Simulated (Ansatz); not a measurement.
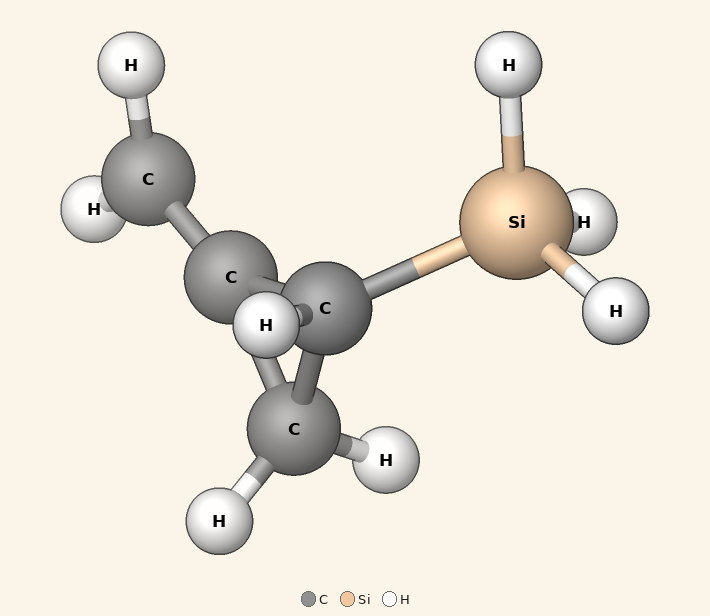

Ball-and-stick drawing of a structure.

Describe the molecule.

Formula C₄H₈Si. As SMILES it reads `C=C1C[C@H]1[SiH3]`. Independent rings (smallest set): 1 of 3 members. Among its groups: alkene, Si–H bond. The point group is C1. Coordination, clear cases only: 1 C trigonal planar; 1 Si tetrahedral.

The parts below concern this one geometry. Atoms keep their numbers from picture to picture. The geometry was computed by an optimisation with PBE0-D4/def2-TZVP.

Shape

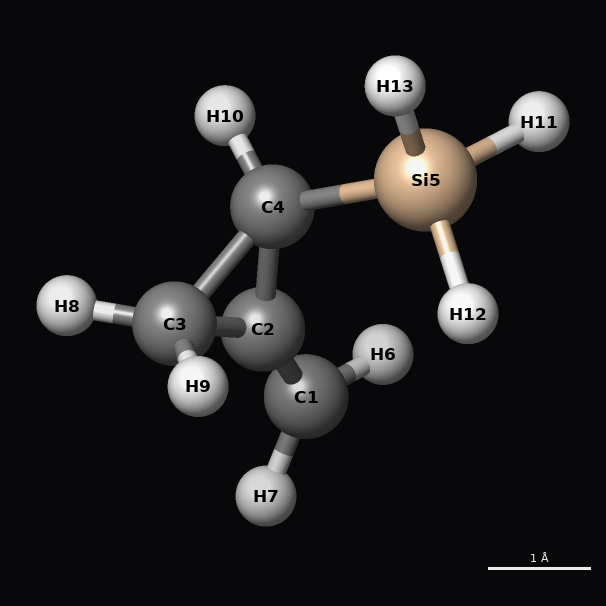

What are the angles C1–C2–C3, C1–C2–C4, C2–C1–H6, C2–C1–H7, C2–C4–Si5, C2–C4–H10, C3–C2–C4, C3–C4–Si5, C3–C4–H10, C4–C3–H8, C4–Si5–H11, C4–Si5–H12?

```json
{"angle": "C1–C2–C3", "degrees": "148.6"}
{"angle": "C1–C2–C4", "degrees": "147.5"}
{"angle": "C2–C1–H6", "degrees": "121.2"}
{"angle": "C2–C1–H7", "degrees": "121.1"}
{"angle": "C2–C4–Si5", "degrees": "119.3"}
{"angle": "C2–C4–H10", "degrees": "116.4"}
{"angle": "C3–C2–C4", "degrees": "63.8"}
{"angle": "C3–C4–Si5", "degrees": "119.1"}
{"angle": "C3–C4–H10", "degrees": "115.4"}
{"angle": "C4–C3–H8", "degrees": "117.2"}
{"angle": "C4–Si5–H11", "degrees": "111.0"}
{"angle": "C4–Si5–H12", "degrees": "108.3"}
```

Levels of theory compared

Program: Ansatz 0.2.0.

Tabulate dipole (D) at these levels: B3LYP-D4/def2-TZVPP; PBE-D4/def2-TZVPP; PBE0-D4/def2-TZVP; r2SCAN-D4/def2-TZVPP; ωB97M-V/def2-TZVPP.

```
               level  dipole (D)
 B3LYP-D4/def2-TZVPP        0.75
   PBE-D4/def2-TZVPP        0.78
   PBE0-D4/def2-TZVP        0.76
r2SCAN-D4/def2-TZVPP        0.78
  ωB97M-V/def2-TZVPP        0.75
```

Thermal motion

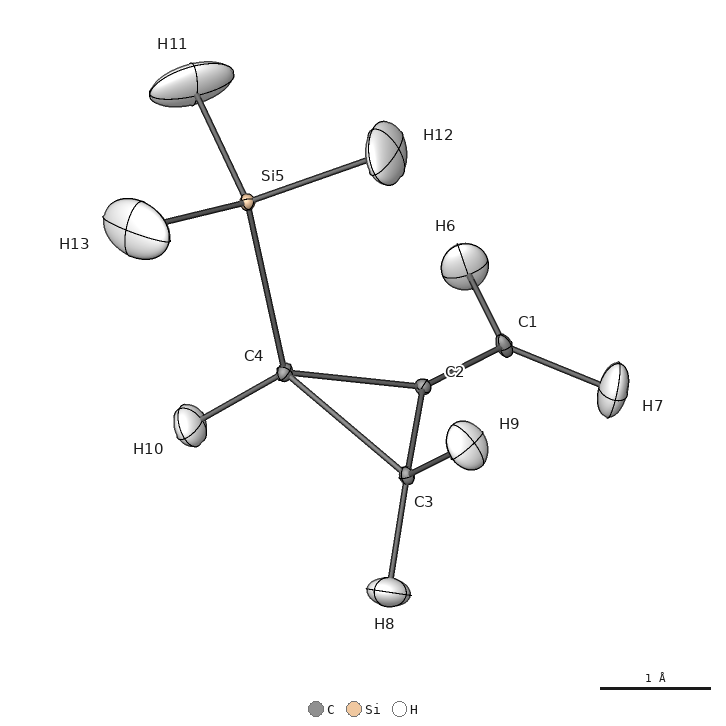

Displacement ellipsoids at the 50 % level, from the internal vibrations of the free molecule (harmonic, no overall translation or rotation; no half-axis is drawn under 0.075 Å). Vibrations computed with RKS PBE0-D4/def2-TZVP (Ansatz 0.2.0). Temperature: 100 K.

Give the displacement parameters, one line for each set of equivalent atoms.

```csv
atom,U_eq (Å²),rms amplitudes (Å)
C1,0.0028,"0.030, 0.035, 0.078"
C2,0.0019,"0.035, 0.044, 0.051"
C3,0.0018,"0.031, 0.039, 0.055"
C4,0.0024,"0.034, 0.049, 0.061"
Si5,0.00089,"0.013, 0.025, 0.043"
H6,0.0191,"0.078, 0.141, 0.177"
H7,0.0190,"0.086, 0.138, 0.175"
H8,0.0148,"0.086, 0.129, 0.142"
H9,0.0160,"0.077, 0.139, 0.151"
H10,0.0150,"0.085, 0.125, 0.148"
H11,0.0354,"0.088, 0.170, 0.264"
H12,0.0345,"0.086, 0.171, 0.258"
H13,0.0355,"0.093, 0.170, 0.262"
```

Vibrations

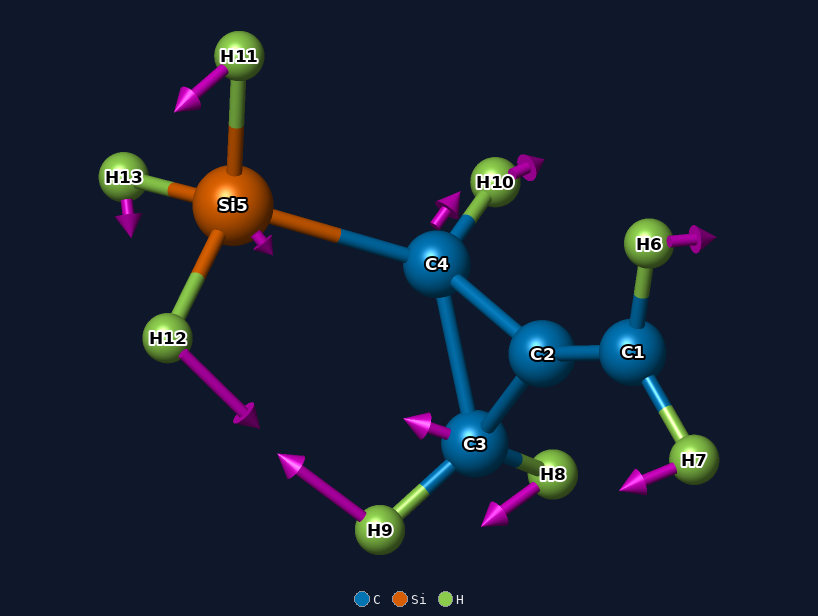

The arrows show one normal mode. Harmonic vibrations computed with RKS PBE0-D4/def2-TZVP (Ansatz 0.2.0) at a stationary point of the same level.

At what wavenumber does it lie?

Answer. 221 cm⁻¹; it is mode 3 of 33 counted from the lowest.

Charges

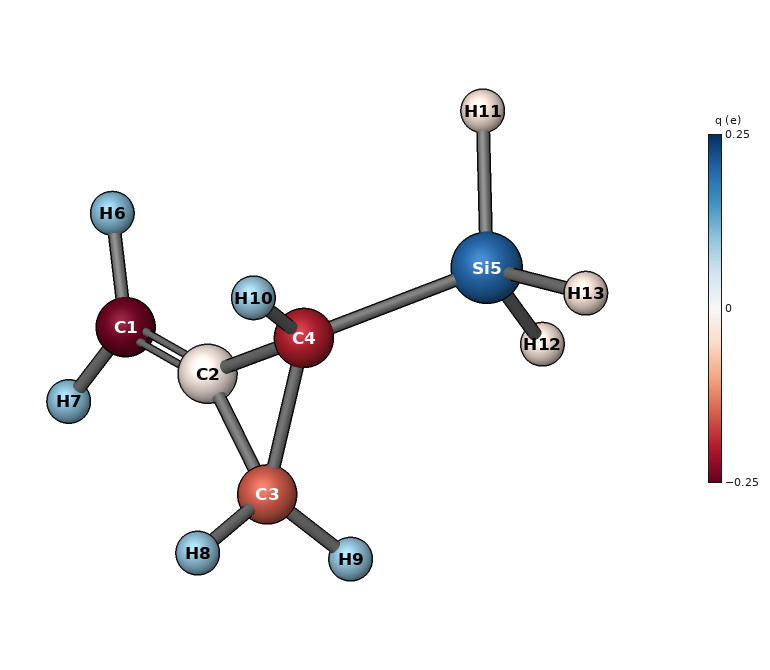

Atoms are coloured by their Mulliken charges. Level of theory: RKS ωB97M-V/def2-TZVPP (Ansatz 0.2.0).

Which atom carries the highest charge (most positive or least negative)?

Answer. Si5 (0.20 e).

And the lowest?

Answer. C1 (−0.24 e).

Give the Mulliken charges atom by atom.

```
atom  value (e)
  C1      −0.24
  C2      −0.02
  C3      −0.15
  C4      −0.20
 Si5       0.20
  H6       0.11
  H7       0.11
  H8       0.10
  H9       0.10
 H10       0.10
 H11      −0.03
 H12      −0.03
 H13      −0.03
```

Mulliken values depend strongly on the basis set and can even reverse the polarity of a bond.
